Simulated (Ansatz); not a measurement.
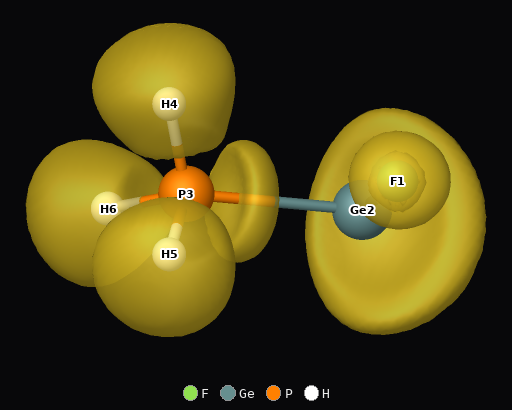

Figure. FGeH₃P (charge +1). Isosurface of the electron localisation function at 0.8 (yellow), seen from one side. Only the valence region is drawn (cores and ρ < 0.01 e/Å³ removed).

Geometry: B3LYP-D3(BJ)/6-311G**.

Method: Ansatz 0.2.0, isolated molecule in a Gaussian basis; Kohn-Sham density functional theory, functional PBE0.

```xyz
6

F    -1.8981   -0.3373    0.6802
Ge   -2.1966   -1.1305   -0.8437
P     0.0468    0.0286   -1.6798
H     1.1474   -0.3109   -0.8696
H    -0.0058    1.4298   -1.5504
H     0.5322   -0.1610   -2.9867
```

> Describe the localisation domains.

The surface consists of three regions around hydrogen nuclei, one lobe of the valence shell of P pointing towards Ge (polar bonds), one lobe on Ge, pointing away from the bonds (lone pairs) and one region wrapped around F (its valence shell). Along the contacts the grid gives the following. Ge–F (1.74 Å): the ELF peaks at about 0.80 in the valence shell of F, 0.5 Å from its nucleus, and is about 0.25 at the midpoint. Ge–P (2.66 Å): the ELF peaks at about 1 in the valence shell of P, 1.0 Å from its nucleus, and is about 0.85 at the midpoint.
